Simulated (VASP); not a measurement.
Band structure of AlN (zinc blende). Computed with r2SCAN meta-GGA, VASP's PBE PAW potentials (set 64) (plane waves; VASP).

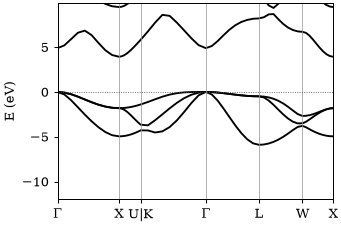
Figure: Bands along high-symmetry lines, zero at the valence-band maximum or, without a gap, the Fermi level

**Question.** Read the plot: is there a gap, and where are the band edges?

**Answer.** The gap is indirect, 3.94 eV, from the valence maximum at Γ to the conduction minimum at X.

Measured: gap 5.34 eV (computed value off by -1.40 eV), as given by Daiki Deguchi et al., Japanese Journal of Applied Physics (2016), arXiv:1512.06930.

The compound is AlN in the zinc blende structure, a metastable form; wurtzite is the usual one. It was relaxed first.
